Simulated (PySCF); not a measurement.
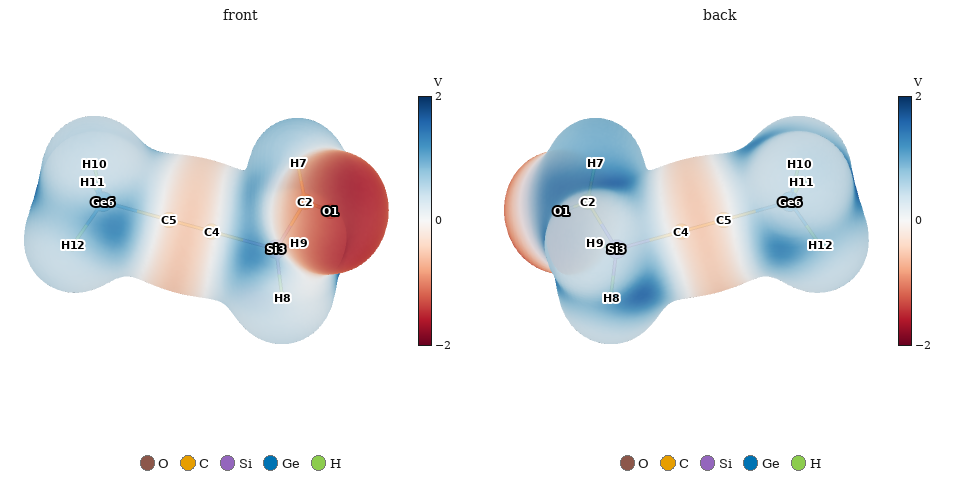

Figure 1: C3H6GeOSi (SMILES O=C[SiH2]C#[C][GeH3]). The molecular electrostatic potential painted on the density surface at 0.002 e/bohr³, seen from the front and from behind; the colour scale runs from red (negative) to blue (positive).

Geometry: GFN2-xTB.

These are results of CAM-B3LYP/def2-SVPD, SCF density, gas phase in PySCF, not measurements.

```yaml
atoms:
  - { symbol: O, position_ang: [-3.4884, 1.4699, -0.4296] }
  - { symbol: C, position_ang: [-2.6770, 0.8135, 0.1703] }
  - { symbol: Si, position_ang: [-1.7817, -0.7242, -0.5601] }
  - { symbol: C, position_ang: [0.0095, -0.4244, -0.2104] }
  - { symbol: C, position_ang: [1.1825, -0.2154, 0.0144] }
  - { symbol: Ge, position_ang: [3.0148, 0.1122, 0.3687] }
  - { symbol: H, position_ang: [-2.4209, 1.0952, 1.2165] }
  - { symbol: H, position_ang: [-2.0384, -0.8156, -1.9941] }
  - { symbol: H, position_ang: [-2.2388, -1.8930, 0.1983] }
  - { symbol: H, position_ang: [3.1731, 1.5168, 0.8416] }
  - { symbol: H, position_ang: [3.4750, -0.8383, 1.4208] }
  - { symbol: H, position_ang: [3.7915, -0.0974, -0.8859] }
```

Question: Which sites attract a positive test charge, and which a negative one?

Answer: A positive charge is drawn to the negative regions and a negative charge to the positive ones. The most negative region (about −1.5 V, or −35 kcal/mol for a unit charge) lies over O1, the most positive (about +1.6 V, or +37 kcal/mol for a unit charge) over Si3 and Ge6. O1 is the likeliest acceptor of a hydrogen bond.

Question: What dipole moment does the calculation give?

Answer: Its dipole moment is 2.91 D.
